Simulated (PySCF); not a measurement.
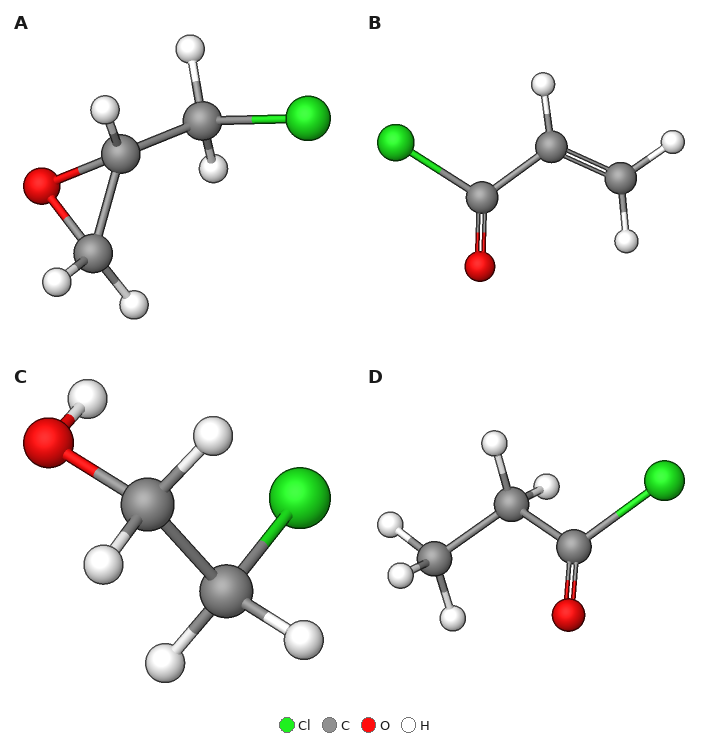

Source: calculation with PySCF.

**Which panel belongs to which SMILES?**
(1) C=CC(=O)Cl
(2) CCC(=O)Cl
(3) OCCCl
(4) ClC[C@@H]1CO1

A is (4), B is (1), C is (3), D is (2).
